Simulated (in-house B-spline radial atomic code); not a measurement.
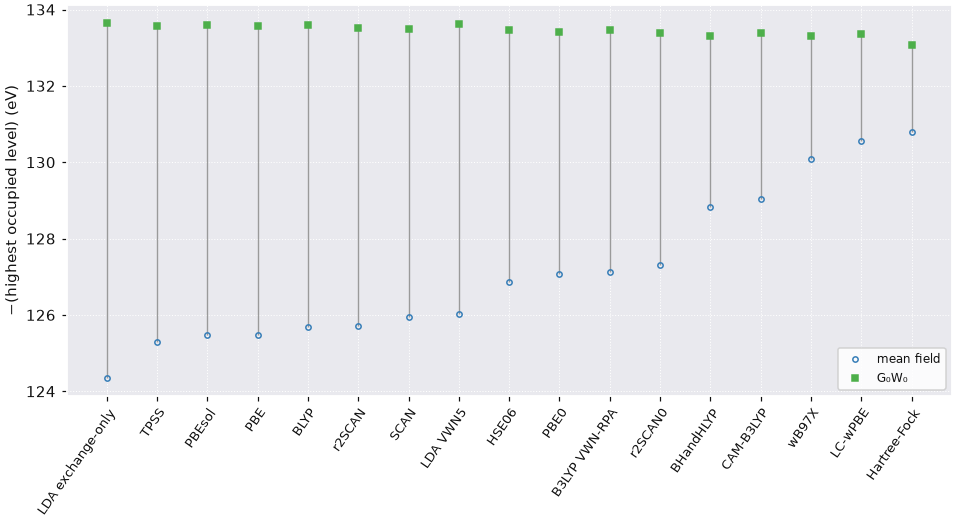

Binding energy of the highest level (4s) of an atom or ion with the configuration [Ar] 3d¹⁰ 4s², on 17 mean-field starts and after G₀W₀. All-electron spherical atom, scalar X2C, no spin-orbit coupling, Breit or QED terms; computed with a B-spline radial code.

Which atom or ion is it?

Answer. Rb⁷⁺ (rubidium, Z = 37). The mean-field values spread from 124.35 eV (LDA exchange-only) to 130.80 eV (Hartree-Fock); after G₀W₀ they lie between 133.07 eV (Hartree-Fock) and 133.66 eV (LDA exchange-only), so the spread shrinks from 6.46 to 0.59 eV.
